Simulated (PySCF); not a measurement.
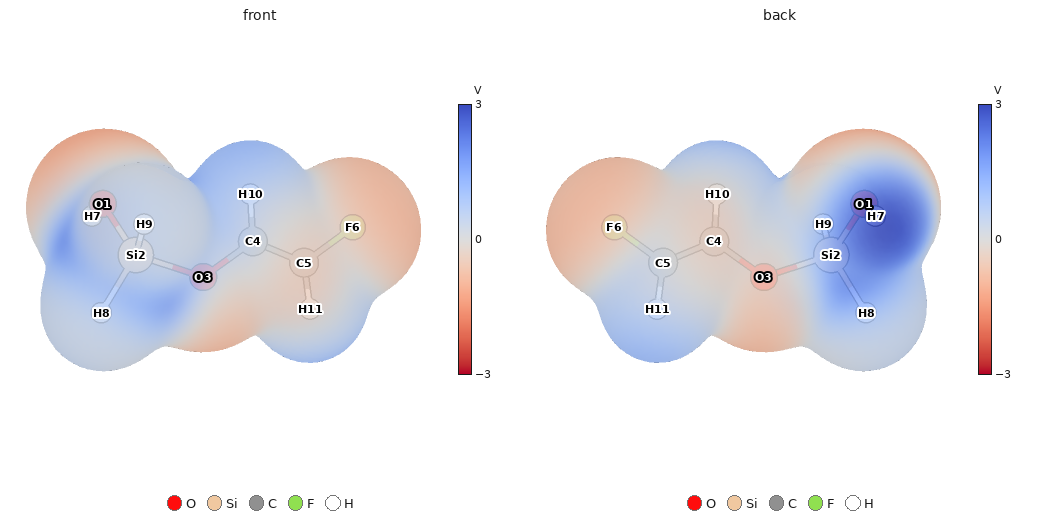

*C₂H₅FO₂Si. The molecular electrostatic potential painted on the density surface at 0.002 e/bohr³, seen from the front and from behind; red is negative and blue positive.*

Geometry: PBE0-D3(BJ)/def2-SVP.

Level of theory: wB97X-D/def2-SVPD, SCF density, gas phase in PySCF.

| atom | x (Å) | y (Å) | z (Å) |
| --- | --- | --- | --- |
| O | -1.9314 | 1.4537 | 0.1542 |
| Si | -1.6562 | -0.1280 | -0.2443 |
| O | -0.0905 | -0.3804 | -0.7799 |
| C | 1.0306 | -0.2391 | -0.0357 |
| C | 2.2389 | -0.4237 | -0.5666 |
| F | 3.3380 | -0.2810 | 0.1730 |
| H | -1.8703 | 2.1080 | -0.5483 |
| H | -2.4824 | -0.5883 | -1.3886 |
| H | -1.8886 | -0.8837 | 1.0118 |
| H | 0.9305 | 0.0350 | 1.0221 |
| H | 2.4192 | -0.6958 | -1.6095 |

> Describe the electrostatic potential map.

The most negative region (about −1.1 V, or −25 kcal/mol for a unit charge) lies over O1, the most positive (about +2.8 V, or +65 kcal/mol for a unit charge) over H7. O1 is the likeliest acceptor of a hydrogen bond.
